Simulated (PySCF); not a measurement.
## A study: C₄H₆BrN, SMILES `C=N/C=C(/C)Br`

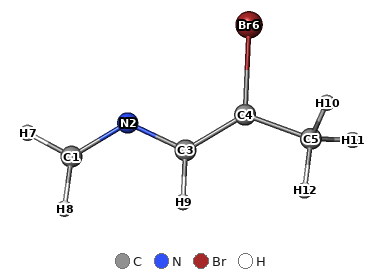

The molecule, with its atoms numbered as below. No frequency check shows the geometry to be a minimum.

Geometry (Å), atoms numbered from 1:

```
C1      -3.1307    0.4646   -0.0000
N2      -1.8717    0.3989    0.0001
C3      -1.2280   -0.8111    0.0001
C4       0.1060   -0.8834    0.0002
C5       0.9146   -2.1294   -0.0003
Br6      1.1125    0.7255   -0.0000
H7      -3.5904    1.4403   -0.0001
H8      -3.7928   -0.4083   -0.0005
H9      -1.8126   -1.7351    0.0001
H10      1.5607   -2.1590    0.8784
H11      1.5580   -2.1604   -0.8792
H12      0.2695   -3.0052    0.0014
```

## 1. Bonding charge

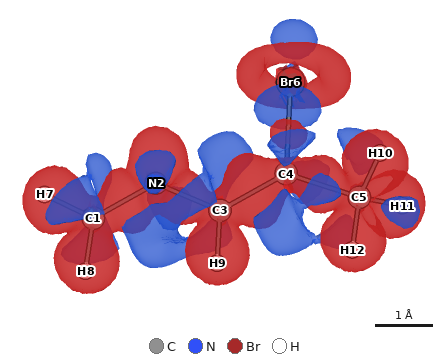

Deformation density (molecule less spherical, spin-averaged free atoms at the same positions), surfaces at ±0.07 e/Å³; red: gain, blue: loss.

Computed with PySCF, M06-2X/cc-pVDZ, geometry: GFN2-xTB.

**Describe the bonding that the map shows.**

The five largest and four smallest: C1–H7: +0.76 e/Å³ at the bond critical point (bond length 1.08 Å, Mayer order 1.0). C1–H8: +0.70 e/Å³ at the bond critical point (bond length 1.10 Å, Mayer order 0.9). C3–H9: +0.69 e/Å³ at the bond critical point (bond length 1.09 Å, Mayer order 0.9). C5–H12: +0.67 e/Å³ at the bond critical point (bond length 1.09 Å, Mayer order 1.0). C5–H11 and C5–H10: +0.67 e/Å³ at the bond critical point (bond length 1.09 Å, Mayer order 0.9). C1–N2: +0.55 e/Å³ at the bond critical point (bond length 1.26 Å, Mayer order 2.0). C4–C5: +0.46 e/Å³ at the bond critical point (bond length 1.49 Å, Mayer order 1.1). N2–C3: +0.40 e/Å³ at the bond critical point (bond length 1.37 Å, Mayer order 1.2). C4–Br6: +0.15 e/Å³ at the bond critical point (bond length 1.90 Å, Mayer order 1.1). In all, 2.8 electrons gather in the regions of gain relative to the promolecule.

## 2. Local ionisation energy

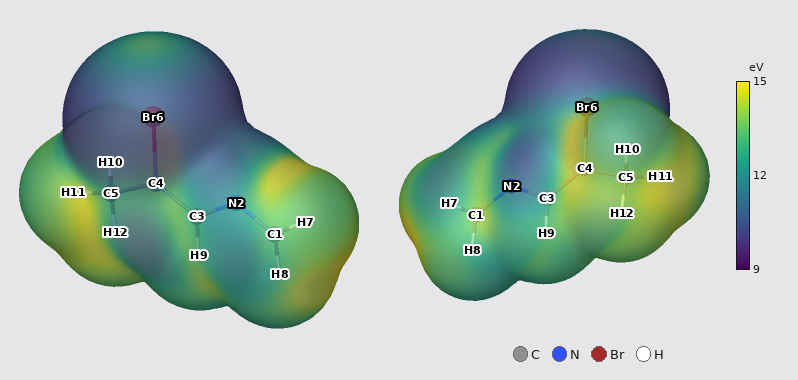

Average local ionisation energy on the surface of electron density 0.001 a.u. (back view left, front view right).

**Where are the most loosely bound electrons on this surface?**

The lowest value is 10.0 eV, near Br6 (2.26 Å) and H10 (2.46 Å), and at like points elsewhere. Further minima include 10.0 eV, 2.2 Å from Br6; 10.0 eV, 2.2 Å from Br6; 10.5 eV, over C3, off the plane of its three bonds (2.1 Å), and at like points elsewhere. For comparison, the highest occupied orbital lies at −7.8 eV.

## 3. In an electric field

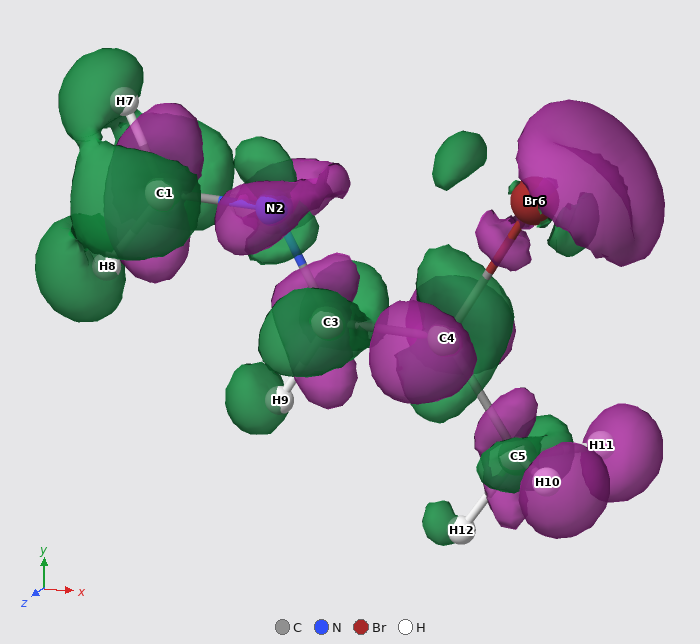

Change of the electron density in a uniform field of 0.10 V/Å, surfaces at ±0.0015 e/Å³ (green: gain, purple: loss).

Computed with PySCF, TPSSh/aug-cc-pVDZ, geometry: GFN2-xTB.

The field was applied in both directions; the picture shows the one opposite to the script's first.

**Along which Cartesian direction does the field point?**

Along +x: electrons gather on the −x side, against the field.

**What dipole is induced, and what polarisability does it imply?**

The induced dipole is 0.65 D (along the field); α along this axis, from the fields in both directions, is 126 bohr³ (18.7 Å³).

The PySCF runs shown took 78 s and 4.8 min on 1 thread of AMD EPYC (Zen 3) (shared host).
